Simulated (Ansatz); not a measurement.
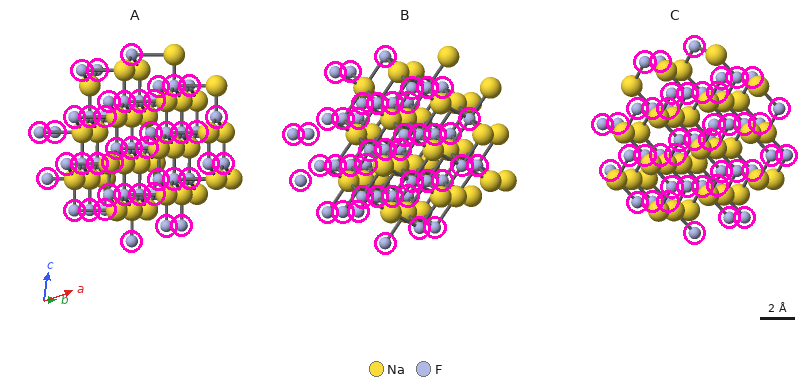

3 geometries from a converged minimum-energy path of a 2-atom cell of NaF (set up in Fm-3m), shuffled. The picture is a ball-and-stick view of the atoms within 5.8 Å of the middle of the path, seen from a free direction. The moving atom is ringed, with any periodic copies. Bonds to atoms that aren't drawn are left out.

These are results of DFT, PBE, all-electron LAPW, scalar-relativistic in Ansatz 0.2.0, not measurements. Set-up: plane-wave cutoff 601 eV; k-point mesh 8 × 8 × 8; Fermi-Dirac smearing 0.02 eV; 3 movable images; climbing image.

Q: Which of them lies highest in energy?

A: A. In order along the path, whose images run from 0 to 4: B (image 0, 0.00 eV), A (image 1, +1.26 eV), C (image 3, +0.91 eV). The F atom travels furthest, 3.23 Å from end to end, along +a, on a path that bends up to 0.56 Å away from the straight line. At the highest image its nearest neighbour (Na) is 1.87 Å away, against 2.29 Å at the start, and the surrounding atoms stand up to 0.40 Å off the mean of their end positions.
